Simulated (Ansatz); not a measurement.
# BH2SF (SMILES FBS): r2SCAN/def2-SVPD

What is the electronic atomisation energy of BH2SF at r2SCAN/def2-SVPD? 

Program for the calculation: Ansatz 0.2.0.

59 further runs of the same task are left out: 59 set aside as unsound or not needed.

### 1 Starting point

BH2SF has 5 atoms, charge 0, and is taken as a singlet. SMILES: `FBS`. Geometry: relaxed at PBE0-D4/def2-TZVP. This is one conformer, not always the lowest.

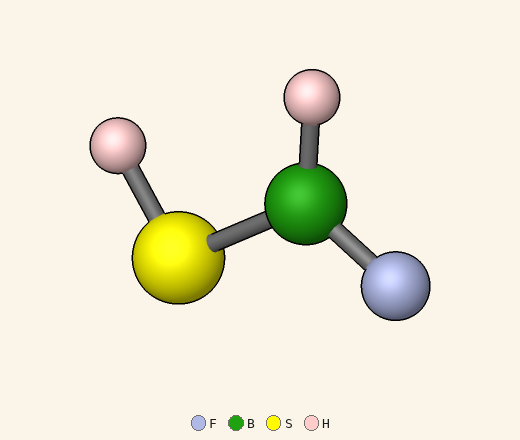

Viewed from a chosen angle; fluorine light blue, boron green, sulfur yellow, hydrogen pink.

### 2 The energy at r2SCAN/def2-SVPD

Input file job.yaml:

```yaml
basis:
  gaussian:
    orbitals: def2-SVPD
crystal:
  periodic: [false, false, false]
  atoms:
    - {symbol: F, position_ang: [-1.119100, -0.905900, -1.069200]}
    - {symbol: B, position_ang: [-0.412800, -0.339100, -0.106100]}
    - {symbol: S, position_ang: [0.972400, 0.698600, -0.579400]}
    - {symbol: H, position_ang: [-0.712000, -0.530900, 1.033700]}
    - {symbol: H, position_ang: [1.321400, 1.003700, 0.679600]}
accuracy: high
hamiltonian:
  xc: {name: r2SCAN}
total_charge: 0
output: {orbitals: {seedname: orbitals}}
```

The run is started by

```
$ ansatz run job.yaml --threads 1 --pin off --max-ram 2610MiB --events-out events.jsonl --progress --plain --runs-dir runs
```

Log:

```text
Warning: RAYON_NUM_THREADS=1 ignored (pool sized by the plan → 1); use --threads N
Functional definition: r2SCAN
  name "r2SCAN"
  parameter k0 = 0.174
  parameter k1 = 0.065
  parameter a1 = 4.9479
  exchange = r2scan_x(k0 = k0, k1 = k1, a1 = a1)
  correlation = r2scan_c
1673 factors; integrals over basis functions are off by at most 3.4e-9 eV
mean field evaluation 1: about -14253.6145 eV, gradient 2.8e1 eV
mean field evaluation 2: about -14251.7999 eV, gradient 4.5e1 eV
mean field evaluation 4: about -14255.1424 eV, gradient 1.1e0 eV
mean field evaluation 8: about -14255.1463 eV, gradient 3.1e-2 eV
mean field evaluation 16: about -14255.1463 eV, gradient 2.7e-6 eV
mean field -14255.14633910 eV, -523.8669654767 hartree, gradient 5.9e-8 eV, S^2 0.000000; 0 other end points of the search recorded, 0 dependent functions left out
reference -14255.14634018 eV, -523.8669655164 hartree; 16, 16 occupied and 70, 70 virtual orbitals, 1673 factors
Total energy: -14255.14634018 eV, -523.8669655164 hartree
```

Run time: 9.3 s. Hardware: 1 thread of Arm Neoverse V1, shared host; peak memory 0.2 GiB.

### 3 The B atom, same level

Input file run.yaml:

```yaml
crystal:
  periodic: [false, false, false]
  atoms:
    - {symbol: B, position_ang: [0.000000, 0.000000, 0.000000]}
basis:
  gaussian:
    orbitals: def2-SVPD
accuracy: high
hamiltonian:
  xc: r2scan
magnetization:
  spin_polarized: true
  initial_magnetization: 1
```

The run is started by

```
$ ansatz run run.yaml --threads 1 --pin off --max-ram 2610MiB --events-out events.jsonl --progress --plain --runs-dir runs
```

Log, cut to the lines that bear on the results:

```text
Warning: RAYON_NUM_THREADS=1 ignored (pool sized by the plan → 1); use --threads N
[... 7 set-up lines as earlier in the session ...]
161 factors; integrals over basis functions are off by at most 2.8e-9 eV
mean field evaluation 1: about -669.5382 eV, gradient 2.9e0 eV
mean field evaluation 2: about -669.6146 eV, gradient 5.9e-1 eV
mean field evaluation 4: about -669.6087 eV, gradient 2.1e-1 eV
mean field evaluation 8: about -669.6093 eV, gradient 2.2e-4 eV
mean field evaluation 16: about -669.6093 eV, gradient 3.8e-7 eV
mean field evaluation 32: about -669.6089 eV, gradient 1.8e-1 eV
mean field evaluation 64: about -669.6093 eV, gradient 3.9e-8 eV
mean field -669.60929223 eV, -24.6076876120 hartree, gradient 1.9e-8 eV, S^2 0.757055; 3 other end points of the search recorded, 0 dependent functions left out
reference -669.60929405 eV, -24.6076876790 hartree; 3, 2 occupied and 17, 18 virtual orbitals, 161 factors
Total energy: -669.60929405 eV, -24.6076876790 hartree
```

Wall time 3.3 s (1 thread of Arm Neoverse V1, shared host).

### 4 The F atom at the same level

Input file run.yaml:

```yaml
crystal:
  periodic: [false, false, false]
  atoms:
    - {symbol: F, position_ang: [0.000000, 0.000000, 0.000000]}
basis:
  gaussian: {orbitals: def2-SVPD}
accuracy: high
hamiltonian: {xc: r2scan}
magnetization: {spin_polarized: true, initial_magnetization: 1}
```

The run is started by

```
$ ansatz run run.yaml --threads 1 --pin off --max-ram 2610MiB --events-out events.jsonl --progress --plain --runs-dir runs
```

Log, cut to the lines that bear on the results:

```text
Warning: RAYON_NUM_THREADS=1 ignored (pool sized by the plan → 1); use --threads N
[... 7 set-up lines as earlier in the session ...]
194 factors; integrals over basis functions are off by at most 1.8e-9 eV
mean field evaluation 1: about -2710.3828 eV, gradient 6.0e0 eV
mean field evaluation 2: about -2710.4441 eV, gradient 4.0e0 eV
mean field evaluation 4: about -2710.4932 eV, gradient 1.1e-2 eV
mean field evaluation 8: about -2710.4945 eV, gradient 3.7e-4 eV
mean field -2710.49449534 eV, -99.6088354644 hartree, gradient 1.9e-8 eV, S^2 0.752225; 0 other end points of the search recorded, 0 dependent functions left out
reference -2710.49449844 eV, -99.6088355784 hartree; 5, 4 occupied and 18, 19 virtual orbitals, 194 factors
Total energy: -2710.49449844 eV, -99.6088355784 hartree
```

Wall time 1.2 s (1 thread of Arm Neoverse V1, shared host).

### 5 The H atom at the same level

Input file input.yaml:

```yaml
crystal:
  periodic: [false, false, false]
  atoms:
    - symbol: H
      position_ang: [0.000000, 0.000000, 0.000000]
basis:
  gaussian:
    orbitals: def2-SVPD
magnetization:
  spin_polarized: true
  initial_magnetization: 1
hamiltonian:
  xc: {name: r2SCAN}
accuracy: high
```

The run is started by

```
$ ansatz run input.yaml --threads 1 --pin off --max-ram 2610MiB --events-out events.jsonl --progress --plain --runs-dir runs
```

Log, cut to the lines that bear on the results:

```text
Warning: RAYON_NUM_THREADS=1 ignored (pool sized by the plan → 1); use --threads N
[... 7 set-up lines as earlier in the session ...]
33 factors; integrals over basis functions are off by at most 2.1e-9 eV
mean field evaluation 1: about -13.5842 eV, gradient 3.3e-3 eV
mean field evaluation 2: about -13.5842 eV, gradient 3.4e-3 eV
mean field evaluation 4: about -13.5842 eV, gradient 2.8e-5 eV
mean field -13.58416968 eV, -0.4992090282 hartree, gradient 8.8e-10 eV, S^2 0.750000; 0 other end points of the search recorded, 0 dependent functions left out
reference -13.58417057 eV, -0.4992090606 hartree; 1, 0 occupied and 7, 8 virtual orbitals, 33 factors
Total energy: -13.58417057 eV, -0.4992090606 hartree
```

Wall time 0.5 s (1 thread of Arm Neoverse V1, shared host).

### 6 The S atom, same level

Input file job.yaml:

```yaml
crystal:
  periodic: [false, false, false]
  atoms:
    - symbol: S
      position_ang: [0.000000, 0.000000, 0.000000]
basis:
  gaussian: {orbitals: def2-SVPD}
total_charge: 0
magnetization: {spin_polarized: true, initial_magnetization: 2}
hamiltonian: {xc: {name: r2SCAN}}
accuracy: high
```

The run is started by

```
$ ansatz run job.yaml --threads 1 --pin off --max-ram 2610MiB --events-out events.jsonl --progress --plain --runs-dir runs
```

Log, cut to the lines that bear on the results:

```text
Warning: RAYON_NUM_THREADS=1 ignored (pool sized by the plan → 1); use --threads N
[... 7 set-up lines as earlier in the session ...]
212 factors; integrals over basis functions are off by at most 3.4e-9 eV
mean field evaluation 1: about -10828.7751 eV, gradient 3.7e0 eV
mean field evaluation 2: about -10828.8678 eV, gradient 1.7e0 eV
mean field evaluation 4: about -10828.8847 eV, gradient 3.7e-1 eV
mean field evaluation 8: about -10828.8847 eV, gradient 4.8e-3 eV
mean field evaluation 16: about -10828.8847 eV, gradient 1.7e-7 eV
mean field evaluation 32: about -10828.8845 eV, gradient 1.1e-1 eV
mean field -10828.88468597 eV, -397.9541721276 hartree, gradient 8.8e-9 eV, S^2 2.005494; 2 other end points of the search recorded, 0 dependent functions left out
reference -10828.88469742 eV, -397.9541725484 hartree; 9, 7 occupied and 18, 20 virtual orbitals, 212 factors
Total energy: -10828.88469742 eV, -397.9541725484 hartree
```

It took 5.1 s on 1 thread of Arm Neoverse V1, shared host; peak memory 0.11 GiB.

### 7 Summary of results

At r2SCAN/def2-SVPD:

| quantity | value |
| --- | --- |
| molecule: total energy | -523.86697 Eh |
| molecule: HOMO energy | -7.51 eV |
| molecule: LUMO energy | -1.39 eV |
| molecule: HOMO–LUMO gap | 6.12 eV |
| B atom: total energy | -24.60769 Eh |
| B atom: ⟨S²⟩ | 0.757 |
| F atom: total energy | -99.60884 Eh |
| F atom: ⟨S²⟩ | 0.752 |
| H atom: total energy | -0.49921 Eh |
| H atom: ⟨S²⟩ | 0.750 |
| S atom: total energy | -397.95417 Eh |
| S atom: ⟨S²⟩ | 2.005 |
| electronic atomisation energy | 18.990 eV |

What this shows: Taking the molecule apart into free atoms costs 18.99 eV (438 kcal/mol), before zero-point energy and without spin-orbit coupling.
